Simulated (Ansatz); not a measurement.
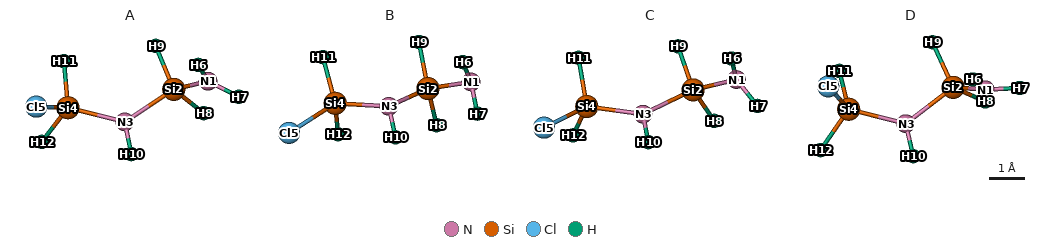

4 geometries from one relaxation of Si₂N₂H₇Cl, in shuffled order. A ball-and-stick model, seen from a free direction.

The run prepares an end point of a later path (inversion) calculation, from a guessed geometry.

These are results of RKS B3LYP-D4/def2-mTZVP in Ansatz, not measurements. Settings: no spin polarisation; force threshold 0.015 eV/Å; at most 40 steps.

Question: Order the frames from highest to lowest energy.

Answer: B, C, A, D. They are steps 0, 4, 9, 24, at +36.9 kcal/mol, +3.14 kcal/mol, +0.79 kcal/mol relative to the last. Over 24 geometry steps the energy falls by 36.9 kcal/mol. The largest force component goes from 3.6 to 0.011 eV/Å. The largest move after the best rigid fit is that of Cl5, 1.56 Å. Largest moves by element: Cl 1.56 Å, H 1.43 Å, N 1.05 Å, Si 0.29 Å. Some distances before and after: Si2–Si4 2.765 → 3.116 Å, Si4–Cl5 2.021 → 2.100 Å, N1–Si2 1.648 → 1.720 Å, Si2–N3 1.673 → 1.745 Å. Bond angles that change, for instance: Si2–N3–Si4 109.2° → 128.5°, N1–Si2–N3 97.7° → 110.6°, Si2–N1–H7 109.0° → 121.3°.
